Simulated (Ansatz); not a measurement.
# One shape, several levels: S2F2 (Difluorodisulfane)

Aim: a comparison of 6 runs (UHF/STO-3G, B3LYP/STO-3G, BHLYP/STO-3G, PBE/STO-3G, SVWN5/STO-3G, UMP2/STO-3G) of S2F2 (Difluorodisulfane). 

Program for the calculation: Ansatz 0.2.0.

40 further runs of the same task are left out: 7 that didn't finish, 33 set aside as unsound or not needed.

### Step 1. The structure to begin with

S2F2 has 4 atoms, charge 0, and is taken as a singlet. As SMILES, `FSSF`. The S3–S2 distance was set to 3.780 Å, away from the relaxed value. At this shape a bond of the SMILES string is far longer than usual.

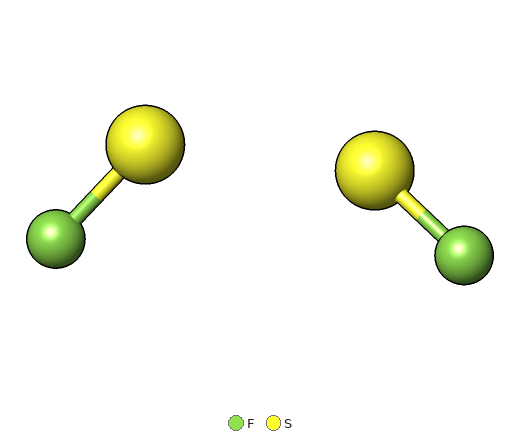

The structure, seen from a chosen angle (fluorine green, sulfur yellow).

### Step 2. A single-point energy at UHF/STO-3G (run 1)

Input file in.yaml:

```yaml
crystal:
  periodic: [false, false, false]
  atoms:
    - {symbol: F, position_ang: [-3.296448, 0.840636, -1.069251]}
    - {symbol: S, position_ang: [-1.980368, 1.804716, -1.080031]}
    - {symbol: S, position_ang: [1.044990, -0.276390, -0.184720]}
    - {symbol: F, position_ang: [1.206410, -0.287820, 1.438680]}
basis:
  gaussian:
    orbitals: STO-3G
magnetization:
  spin_polarized: true
  initial_magnetization: 0
hamiltonian:
  xc: hf
accuracy: high
```

Started as:

```bash
$ ansatz run in.yaml --threads 1 --pin off --max-ram 3480MiB --events-out events.jsonl --progress --plain --runs-dir runs
```

What it wrote:

```text
Warning: RAYON_NUM_THREADS=1 ignored (pool sized by the plan → 1); use --threads N
Functional definition: HF
  name "HF"
  exchange = exact_x
  correlation = 0
465 factors; integrals over basis functions are off by at most 2.6e-8 eV
mean field evaluation 1: about -26723.8216 eV, gradient 9.3e0 eV
mean field evaluation 2: about -26723.9396 eV, gradient 9.4e0 eV
mean field evaluation 4: about -26724.8013 eV, gradient 1.1e0 eV
mean field evaluation 8: about -26724.8276 eV, gradient 1.9e-2 eV
mean field evaluation 16: about -26724.8278 eV, gradient 6.6e-5 eV
mean field evaluation 32: about -26724.8278 eV, gradient 1.4e-7 eV
mean field evaluation 64: about -26729.6622 eV, gradient 9.2e-1 eV
mean field evaluation 96: about -26729.6787 eV, gradient 6.8e-5 eV
mean field evaluation 128: about -26729.6818 eV, gradient 1.7e-2 eV
mean field evaluation 160: about -26729.6758 eV, gradient 2.2e-2 eV
mean field evaluation 192: about -26729.6846 eV, gradient 1.9e-1 eV
mean field evaluation 224: about -26729.6771 eV, gradient 3.1e-2 eV
mean field evaluation 256: about -26724.3293 eV, gradient 1.1e0 eV
mean field -26729.68651386 eV, -982.2978613522 hartree, gradient 2.5e-8 eV, S^2 1.013766; 7 other end points of the search recorded, 0 dependent functions left out
reference -26729.68651386 eV, -982.2978613522 hartree; 25, 25 occupied and 3, 3 virtual orbitals, 465 factors
Total energy: -26729.68651386 eV, -982.2978613522 hartree
```

Wall time 1.9 s (1 thread of Arm Neoverse V2, shared host).

### Step 3. A single-point energy at B3LYP/STO-3G (run 2)

Input file molecule.yaml:

```yaml
crystal:
  periodic: [false, false, false]
  atoms:
    - symbol: F
      position_ang: [-3.296448, 0.840636, -1.069251]
    - symbol: S
      position_ang: [-1.980368, 1.804716, -1.080031]
    - symbol: S
      position_ang: [1.044990, -0.276390, -0.184720]
    - symbol: F
      position_ang: [1.206410, -0.287820, 1.438680]
basis:
  gaussian: {orbitals: STO-3G}
hamiltonian: {xc: {name: B3LYP}}
accuracy: high
```

Started as:

```bash
$ ansatz run molecule.yaml --threads 1 --pin off --max-ram 3480MiB --events-out events.jsonl --progress --plain --runs-dir runs
```

What it wrote:

```text
Warning: RAYON_NUM_THREADS=1 ignored (pool sized by the plan → 1); use --threads N
Functional definition: B3LYP
  name "B3LYP"
  parameter a0 = 0.2
  parameter ax = 0.72
  parameter ac = 0.81
  exchange = (1 - a0 - ax)*slater_x + ax*b88_x + a0*exact_x
  correlation = (1 - ac)*vwn_rpa_c + ac*lyp_c
465 factors; integrals over basis functions are off by at most 2.6e-8 eV
mean field evaluation 1: about -26778.9049 eV, gradient 7.4e0 eV
mean field evaluation 2: about -26778.9021 eV, gradient 8.2e0 eV
mean field evaluation 4: about -26779.1562 eV, gradient 1.8e-1 eV
mean field evaluation 8: about -26779.1622 eV, gradient 2.5e-2 eV
mean field evaluation 16: about -26779.1622 eV, gradient 2.8e-6 eV
mean field evaluation 32: about -26778.7510 eV, gradient 6.8e-1 eV
mean field evaluation 64: about -26779.0837 eV, gradient 1.0e0 eV
mean field -26779.16217397 eV, -984.1160583253 hartree, gradient 6.5e-9 eV, S^2 0.000000; 8 other end points of the search recorded, 0 dependent functions left out
reference -26779.16219962 eV, -984.1160592678 hartree; 25, 25 occupied and 3, 3 virtual orbitals, 465 factors
Total energy: -26779.16219962 eV, -984.1160592678 hartree
```

Wall time 3.3 s (1 thread of Arm Neoverse V2, shared host); peak memory 0.1 GiB.

Runs 3 to 5 aren't shown in full; the table further down has their settings and results.

### Step 4. A single-point energy at UMP2/STO-3G (run 6)

Input file run.yaml:

```yaml
crystal:
  periodic: [false, false, false]
  atoms:
    - {symbol: F, position_ang: [-3.296448, 0.840636, -1.069251]}
    - {symbol: S, position_ang: [-1.980368, 1.804716, -1.080031]}
    - {symbol: S, position_ang: [1.044990, -0.276390, -0.184720]}
    - {symbol: F, position_ang: [1.206410, -0.287820, 1.438680]}
basis:
  gaussian:
    orbitals: STO-3G
magnetization:
  spin_polarized: true
  initial_magnetization: 0
correlation:
  method: mp2
  frozen_orbitals: {F: 1, S: 5}
accuracy: high
```

Started as:

```bash
$ ansatz run run.yaml --threads 1 --pin off --max-ram 3480MiB --events-out events.jsonl --progress --plain --runs-dir runs
```

What it wrote:

```text
Warning: RAYON_NUM_THREADS=1 ignored (pool sized by the plan → 1); use --threads N
Functional definition: HF
  name "HF"
  exchange = exact_x
  correlation = 0
465 factors; integrals over basis functions are off by at most 2.6e-8 eV
mean field evaluation 1: about -26723.8216 eV, gradient 9.3e0 eV
mean field evaluation 2: about -26723.9396 eV, gradient 9.4e0 eV
mean field evaluation 4: about -26724.8013 eV, gradient 1.1e0 eV
mean field evaluation 8: about -26724.8276 eV, gradient 1.9e-2 eV
mean field evaluation 16: about -26724.8278 eV, gradient 6.6e-5 eV
mean field evaluation 32: about -26724.8278 eV, gradient 1.4e-7 eV
mean field evaluation 64: about -26729.6622 eV, gradient 9.2e-1 eV
mean field evaluation 96: about -26729.6787 eV, gradient 6.8e-5 eV
mean field evaluation 128: about -26724.8277 eV, gradient 4.7e-2 eV
mean field evaluation 160: about -26725.1262 eV, gradient 8.4e-1 eV
mean field evaluation 192: about -26729.6864 eV, gradient 2.6e-2 eV
mean field evaluation 224: about -26729.6862 eV, gradient 1.2e-1 eV
mean field evaluation 256: about -26724.8278 eV, gradient 4.5e-3 eV
mean field -26729.68651386 eV, -982.2978613522 hartree, gradient 2.5e-8 eV, S^2 1.013766; 20 other end points of the search recorded, 0 dependent functions left out
12 core orbitals not correlated: weight in the atoms' cores, before any rotation towards them, 1.000 or more for the frozen orbitals, at most 0.000 for the correlated occupied ones
reference -26729.68651386 eV, -982.2978613522 hartree; 13, 13 occupied and 3, 3 virtual orbitals, 465 factors
second order -1.75434977 eV of doubles, -0.00000000 eV of singles
Total energy: -26731.44086364 eV, -982.3623325173 hartree
```

It took 4.5 s on 1 thread of Arm Neoverse V2, shared host.

### Step 5. All runs side by side

| run | level | frozen core orbitals | energy (Eh) | wall time |
| --- | --- | --- | --- | --- |
| 1 | UHF/STO-3G | – | -982.297861 | 1.9 s |
| 2 | B3LYP/STO-3G | – | -984.116059 | 3.3 s |
| 3 | BHLYP/STO-3G | – | -984.061260 | 1.6 s |
| 4 | PBE/STO-3G | – | -983.601970 | 2.8 s |
| 5 | SVWN5/STO-3G | – | -980.046351 | 1.7 s |
| 6 | UMP2/STO-3G | 12 | -982.362333 | 4.5 s |

### Step 6. Summary of results

```
                                           quantity          value
                                run 6: total energy  -982.36233 Eh
run 6: correlation energy (12 core orbitals frozen)      -64.5 mEh
           run 6: ⟨S²⟩ of the reference determinant          1.014
```

Totals of different functionals can't be ranked against each other. In runs 1, 2, 3, 4, 5, 6 the basis is minimal, so the values are rough. In runs 2, 3, 4, 5 a closed-shell determinant meets a far-stretched bond, which it describes badly. Spin contamination of the reference: run 1 ⟨S²⟩ = 1.01, run 6 ⟨S²⟩ = 1.01. Where it is this large, the reference is a mixture of spin states, and values that rest on it are in doubt. All runs together took 16 s, the longest 4.5 s.
